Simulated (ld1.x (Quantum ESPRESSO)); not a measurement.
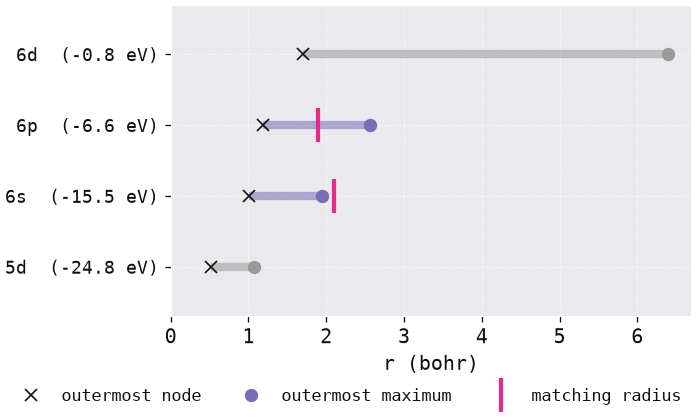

*Outer shells of the all-electron reference atom: each bar runs from the outermost node (or the nucleus) to the outermost maximum of u(r); the tick is the radius chosen for the pseudo-wave. Shells without a tick have no pseudo-wave of their own. Levels, nodes and maxima are from ld1.x, scalar-relativistic.*

- Radii against the shells: 6s: 2.10 bohr, outside the maximum; 6p: 1.90 bohr, between node and maximum.

## Pseudopotential generation for Pb (part 1 of 2)

- system: lead (Pb, Z = 82), core [Xe] 4f14 5d10, reference valence 6s2 6p1.5 (an ion of charge +0.5), valence charge 4.
- method: TM potential, PBEsol, scalar-relativistic, made with ld1.x (Quantum ESPRESSO) 7.5

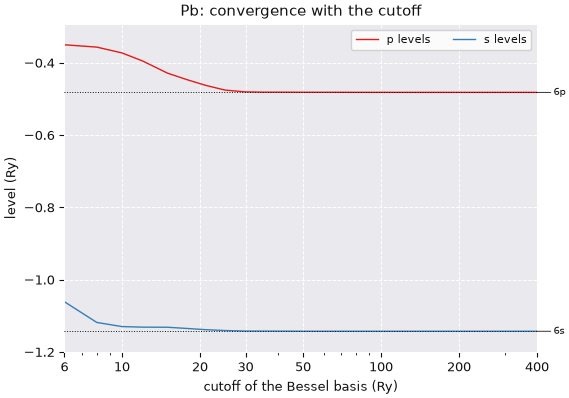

*The pseudo-atom Hamiltonian at the reference potential is diagonalised in spherical Bessel functions (20 bohr box) up to the cutoff. Curves: the lowest levels of each channel that holds a bound state. Dotted lines: the all-electron valence levels.*

- Ghost states: no ghost state below the valence levels in the p, s, d, f channels. The curves of the valence states settle on the dotted lines.
- All-electron valence levels: 6p: -0.48 Ry; 6s: -1.14 Ry.

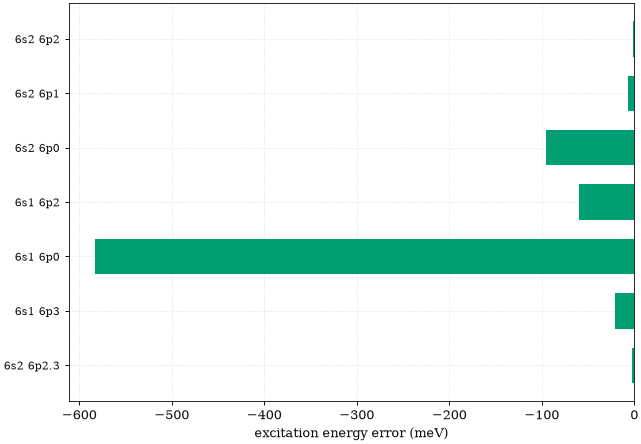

*Errors, all-electron minus pseudo, of the energies of valence configurations relative to the unpolarised reference 6s2 6p1.5.*

- Worst configuration: 6s1 6p0 (charge +3): the error is -582 meV on an all-electron energy of +50.02 eV relative to the reference, or 1.2 %.
- Errors in meV: 6s2 6p2: -1.3; 6s2 6p1: -7.2; 6s2 6p0: -96; 6s1 6p2: -60; 6s1 6p0: -582; 6s1 6p3: -21; 6s2 6p2.3: -2.9.
- Configurations within 10 meV and within 50 meV: 3 and 4 of 7.

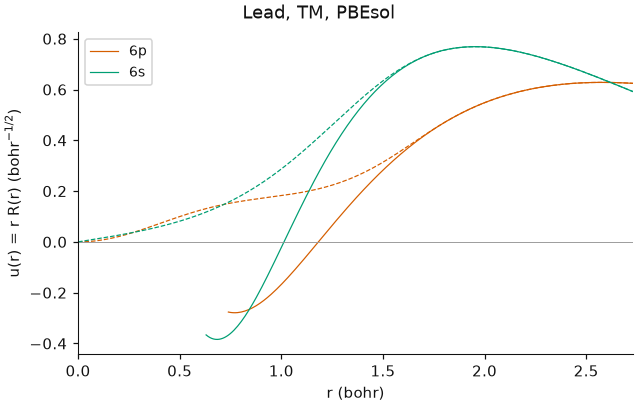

*All-electron valence functions (solid) with their pseudo partners (dashed). The innermost oscillations of some all-electron curves aren't drawn. Reference configuration 6s2 6p1.5.*

- Matching radii: 6p at 1.90 bohr; 6s at 2.10 bohr. The curves merge smoothly, so the plot gives these only roughly.
- Nodes of the pseudo-waves: 6p has no node; 6s has no node.
- Cutoffs needed: 30 Ry (loose) and 50 Ry (tight), as the cutoffs, on a coarse ladder, from which the occupation-weighted sum of valence levels, in a spherical-Bessel basis at the reference potential, stays within 10 and 1 mRy of its value at 400 Ry.

These pictures come from the run below.

## Input
```
 &input
   title='Pb', zed=82., rel=1, dft='PBESOL', iswitch=3,
   config='[Xe] 4f14 5d10 6s2 6p1.5',
   nld=2, rlderiv=2.30, eminld=-3.0, emaxld=5.0, deld=0.02
 /
 &inputp
   pseudotype=2, tm=.true., lloc=0,
   nlcc=.true.,
   file_pseudopw='Pb.UPF', file_wfcaegen='ae.wfc', file_wfcncgen='nc.wfc', file_beta='beta', file_chi='chi'
 /
2
6P  2  1   1.50   0.00  1.90  1.90  0.0
6S  1  0   2.00   0.00  2.10  2.10  0.0
 &test
   configts(1)='6s2 6p1.5'
 /
```

## Input of the test run
```
 &input
   title='Pb', zed=82., rel=1, dft='PBESOL', iswitch=2,
   config='[Xe] 4f14 5d10 6s2 6p1.5'
 /
 &test
   file_pseudo='Pb.UPF', nconf=8,
   configts(1)='6s2 6p1.5',
   configts(2)='6s2 6p2',
   configts(3)='6s2 6p1',
   configts(4)='6s2 6p0',
   configts(5)='6s1 6p2',
   configts(6)='6s1 6p0',
   configts(7)='6s1 6p3',
   configts(8)='6s2 6p2.3'
 /
```

Run as:
```bash
ld1.x < Pb.in > Pb.out
```

## Output
```
     Program LD1 v.7.5
     --------------------------- All-electron run ----------------------------

     Pb
     scalar relativistic calculation

     atomic number is 82.00
     dft =PBESOL   lsd =0 sic =0 latt =0  beta=0.20 tr2=1.0E-14
     Exchange-correlation= PBESOL
                           (   1   4  10   8   0   0   0)
     mesh =1281 r(mesh) =  98.81810 a.u. xmin = -7.00 dx = 0.01250
     1 Ry =  13.60569312 eV, c = 137.03599908

     n l     nl                  e(Ry)          e(Ha)          e(eV)
     1 0     1S 1( 2.00)     -6476.1098     -3238.0549    -88111.9627
     2 0     2S 1( 2.00)     -1158.5599      -579.2799    -15763.0101
     2 1     2P 1( 6.00)      -993.7479      -496.8739    -13520.6288
     3 0     3S 1( 2.00)      -278.3050      -139.1525     -3786.5325
     3 1     3P 1( 6.00)      -231.0620      -115.5310     -3143.7592
     4 0     4S 1( 2.00)       -63.1901       -31.5951      -859.7456
     4 1     4P 1( 6.00)       -47.7103       -23.8552      -649.1319
     3 2     3D 1(10.00)      -182.9057       -91.4529     -2488.5593
     5 0     5S 1( 2.00)       -10.8667        -5.4333      -147.8485
     5 1     5P 1( 6.00)        -6.5761        -3.2881       -89.4731
     4 2     4D 1(10.00)       -29.8089       -14.9045      -405.5709
     4 3     4F 1(14.00)       -10.0398        -5.0199      -136.5984
     5 2     5D 1(10.00)        -1.8237        -0.9118       -24.8125
     6 0     6S 1( 2.00)        -1.1425        -0.5712       -15.5441
     6 1     6P 1( 1.50)        -0.4817        -0.2408        -6.5535

     final scf error:  8.9E-15 reached in  27 iterations

     Etot =  -41752.458166 Ry,  -20876.229083 Ha, -568071.132937 eV

     Ekin =   47205.009964 Ry,   23602.504982 Ha,  642256.879434 eV
     Encl = -104252.603321 Ry,  -52126.301660 Ha,-1418428.928054 eV
     Eh   =   16056.582210 Ry,    8028.291105 Ha,  218460.930158 eV
     Exc  =    -761.447019 Ry,    -380.723510 Ha,  -10360.014474 eV

     normalization and overlap integrals

     s(1S/1S) =  1.000000  <r> =   0.0160  <r2> =    0.0004  r(max) =   0.0099
     s(2S/2S) =  1.000000  <r> =   0.0676  <r2> =    0.0054  r(max) =   0.0575
     s(2P/2P) =  1.000000  <r> =   0.0614  <r2> =    0.0046  r(max) =   0.0476
     s(3S/3S) =  1.000000  <r> =   0.1746  <r2> =    0.0349  r(max) =   0.1622
     s(3P/3P) =  1.000000  <r> =   0.1765  <r2> =    0.0361  r(max) =   0.1622
     s(4S/4S) =  1.000000  <r> =   0.3843  <r2> =    0.1666  r(max) =   0.3609
     s(4P/4P) =  1.000000  <r> =   0.4101  <r2> =    0.1911  r(max) =   0.3842
     s(3D/3D) =  1.000000  <r> =   0.1600  <r2> =    0.0299  r(max) =   0.1311
     s(5S/5S) =  1.000000  <r> =   0.8531  <r2> =    0.8155  r(max) =   0.7932
     s(5P/5P) =  1.000000  <r> =   0.9769  <r2> =    1.0767  r(max) =   0.8766
     s(4D/4D) =  1.000000  <r> =   0.4311  <r2> =    0.2145  r(max) =   0.3890
     s(4F/4F) =  1.000000  <r> =   0.4539  <r2> =    0.2467  r(max) =   0.3476
     s(5D/5D) =  1.000000  <r> =   1.3038  <r2> =    1.9809  r(max) =   1.0707
     s(6S/6S) =  1.000000  <r> =   2.2759  <r2> =    5.8653  r(max) =   1.9509
     s(6P/6P) =  1.000000  <r> =   3.1478  <r2> =   11.4048  r(max) =   2.5684

     ------------------------ End of All-electron run ------------------------

     --------------------- Generating NC pseudopotential ---------------------

      Generating local pot.: lloc=0, matching radius rcloc =   2.1000

      Computing core charge for nlcc:

       r > 1.90 : true rho core
       r < 1.90 : rho core = a sin(br)/r    a=   3.71  b=   1.41

      Integrated core pseudo-charge :   6.59

      Wfc   6P  rcut= 1.903  Using Troullier-Martins method

     ------------------- End of pseudopotential generation -------------------

     --------------------------- All-electron run ----------------------------

     Pb
     scalar relativistic calculation

     atomic number is 82.00
     dft =PBESOL   lsd =0 sic =0 latt =0  beta=0.20 tr2=1.0E-14
     Exchange-correlation= PBESOL
                           (   1   4  10   8   0   0   0)
     mesh =1281 r(mesh) =  98.81810 a.u. xmin = -7.00 dx = 0.01250
     1 Ry =  13.60569312 eV, c = 137.03599908

     n l     nl                  e(Ry)          e(Ha)          e(eV)
     1 0     1S 1( 2.00)     -6476.1098     -3238.0549    -88111.9627
     2 0     2S 1( 2.00)     -1158.5599      -579.2799    -15763.0101
     2 1     2P 1( 6.00)      -993.7479      -496.8739    -13520.6288
     3 0     3S 1( 2.00)      -278.3050      -139.1525     -3786.5325
     3 1     3P 1( 6.00)      -231.0620      -115.5310     -3143.7592
     4 0     4S 1( 2.00)       -63.1901       -31.5951      -859.7456
     4 1     4P 1( 6.00)       -47.7103       -23.8552      -649.1319
     3 2     3D 1(10.00)      -182.9057       -91.4529     -2488.5593
     5 0     5S 1( 2.00)       -10.8667        -5.4333      -147.8485
     5 1     5P 1( 6.00)        -6.5761        -3.2881       -89.4731
     4 2     4D 1(10.00)       -29.8089       -14.9045      -405.5709
     4 3     4F 1(14.00)       -10.0398        -5.0199      -136.5984
     5 2     5D 1(10.00)        -1.8237        -0.9118       -24.8125
     6 0     6S 1( 2.00)        -1.1425        -0.5712       -15.5441
     6 1     6P 1( 1.50)        -0.4817        -0.2408        -6.5535

     final scf error:  8.9E-15 reached in  27 iterations

     Etot =  -41752.458166 Ry,  -20876.229083 Ha, -568071.132937 eV

     Ekin =   47205.009964 Ry,   23602.504982 Ha,  642256.879434 eV
     Encl = -104252.603321 Ry,  -52126.301660 Ha,-1418428.928054 eV
     Eh   =   16056.582210 Ry,    8028.291105 Ha,  218460.930158 eV
     Exc  =    -761.447019 Ry,    -380.723510 Ha,  -10360.014474 eV

     normalization and overlap integrals

     s(1S/1S) =  1.000000  <r> =   0.0160  <r2> =    0.0004  r(max) =   0.0099
     s(2S/2S) =  1.000000  <r> =   0.0676  <r2> =    0.0054  r(max) =   0.0575
     s(2P/2P) =  1.000000  <r> =   0.0614  <r2> =    0.0046  r(max) =   0.0476
     s(3S/3S) =  1.000000  <r> =   0.1746  <r2> =    0.0349  r(max) =   0.1622
     s(3P/3P) =  1.000000  <r> =   0.1765  <r2> =    0.0361  r(max) =   0.1622
     s(4S/4S) =  1.000000  <r> =   0.3843  <r2> =    0.1666  r(max) =   0.3609
     s(4P/4P) =  1.000000  <r> =   0.4101  <r2> =    0.1911  r(max) =   0.3842
     s(3D/3D) =  1.000000  <r> =   0.1600  <r2> =    0.0299  r(max) =   0.1311
     s(5S/5S) =  1.000000  <r> =   0.8531  <r2> =    0.8155  r(max) =   0.7932
     s(5P/5P) =  1.000000  <r> =   0.9769  <r2> =    1.0767  r(max) =   0.8766
     s(4D/4D) =  1.000000  <r> =   0.4311  <r2> =    0.2145  r(max) =   0.3890
     s(4F/4F) =  1.000000  <r> =   0.4539  <r2> =    0.2467  r(max) =   0.3476
     s(5D/5D) =  1.000000  <r> =   1.3038  <r2> =    1.9809  r(max) =   1.0707
     s(6S/6S) =  1.000000  <r> =   2.2759  <r2> =    5.8653  r(max) =   1.9509
     s(6P/6P) =  1.000000  <r> =   3.1478  <r2> =   11.4048  r(max) =   2.5684

     ------------------------ End of All-electron run ------------------------

     Computing logarithmic derivative in   2.30954
     Computing logarithmic derivative in   2.30954
     Computing the partial wave expansion
       no projector for channel:   0
     R is outside the sphere for l=    1 j= 0.00

     ---------------------- Testing the pseudopotential ----------------------

     Pb
     scalar relativistic calculation

     atomic number is 82.00   valence charge is  4.00
     dft =PBESOL   lsd =0 sic =0 latt =0  beta=0.20 tr2=1.0E-14
     mesh =1281 r(mesh) =  98.81810 xmin = -7.00 dx = 0.01250

     n l     nl             e AE (Ry)        e PS (Ry)    De AE-PS (Ry)
     1 0     6S   1( 2.00)       -1.14247       -1.14247        0.00000
     2 1     6P   1( 1.50)       -0.48168       -0.48167       -0.00001

     eps = 5.0E-15  iter =  9

     Etot =  -41752.458166 Ry,  -20876.229083 Ha, -568071.132937 eV
     Etotps =   -12.947578 Ry,      -6.473789 Ha,    -176.160767 eV

     Ekin =       2.085095 Ry,       1.042547 Ha,      28.369159 eV
     Encl =     -10.887675 Ry,      -5.443838 Ha,    -148.134365 eV
     Ehrt =       4.182031 Ry,       2.091016 Ha,      56.899434 eV
     Ecxc =      -8.379918 Ry,      -4.189959 Ha,    -114.014593 eV
     (Ecc =      -6.009620 Ry,      -3.004810 Ha,     -81.765047 eV)
     Epseu=       0.052889 Ry,       0.026445 Ha,       0.719598 eV

     ---------------------- End of pseudopotential test ----------------------
```

## Output of the test run (extracts)
```
     ---------------------- Testing the pseudopotential ----------------------

     Pb
     scalar relativistic calculation

     atomic number is 82.00   valence charge is  4.00
     dft =PBESOL   lsd =0 sic =0 latt =0  beta=0.20 tr2=1.0E-14
     mesh =1281 r(mesh) =  98.81810 xmin = -7.00 dx = 0.01250

     n l     nl             e AE (Ry)        e PS (Ry)    De AE-PS (Ry)
     1 0     6S   1( 2.00)       -1.14247       -1.14247        0.00000
     2 1     6P   1( 1.50)       -0.48168       -0.48167       -0.00001

     eps = 4.4E-15  iter =  9

     Etot =  -41752.458166 Ry,  -20876.229083 Ha, -568071.132937 eV
     Etotps =   -12.947578 Ry,      -6.473789 Ha,    -176.160767 eV

     Ekin =       2.085095 Ry,       1.042547 Ha,      28.369159 eV
     Encl =     -10.887675 Ry,      -5.443838 Ha,    -148.134365 eV
     Ehrt =       4.182031 Ry,       2.091016 Ha,      56.899434 eV
     Ecxc =      -8.379918 Ry,      -4.189959 Ha,    -114.014593 eV
     (Ecc =      -6.009620 Ry,      -3.004810 Ha,     -81.765047 eV)
     Epseu=       0.052889 Ry,       0.026445 Ha,       0.719598 eV

     ---------------------- End of pseudopotential test ----------------------

     ---------------------- Testing the pseudopotential ----------------------

     Pb
     scalar relativistic calculation

     atomic number is 82.00   valence charge is  4.00
     dft =PBESOL   lsd =0 sic =0 latt =0  beta=0.20 tr2=1.0E-14
     mesh =1281 r(mesh) =  98.81810 xmin = -7.00 dx = 0.01250

     n l     nl             e AE (Ry)        e PS (Ry)    De AE-PS (Ry)
     1 0     6S   1( 2.00)       -0.88899       -0.88748       -0.00151
     2 1     6P   1( 2.00)       -0.25843       -0.25792       -0.00051

     eps = 5.9E-15  iter =  9

     Etot =  -41752.642117 Ry,  -20876.321058 Ha, -568073.635714 eV
     Etotps =   -13.131434 Ry,      -6.565717 Ha,    -178.662255 eV
     dEtot_ae =      -0.183951 Ry
     dEtot_ps =      -0.183856 Ry,   Delta E=      -0.000095 Ry

     Ekin =       2.223043 Ry,       1.111522 Ha,      30.246042 eV
     Encl =     -11.978163 Ry,      -5.989082 Ha,    -162.971213 eV
     Ehrt =       5.135005 Ry,       2.567502 Ha,      69.865300 eV
     Ecxc =      -8.572615 Ry,      -4.286307 Ha,    -116.636362 eV
     (Ecc =      -6.009620 Ry,      -3.004810 Ha,     -81.765047 eV)
     Epseu=       0.061296 Ry,       0.030648 Ha,       0.833979 eV
```

(Continued in part 2.) Outcome of the run: generated.
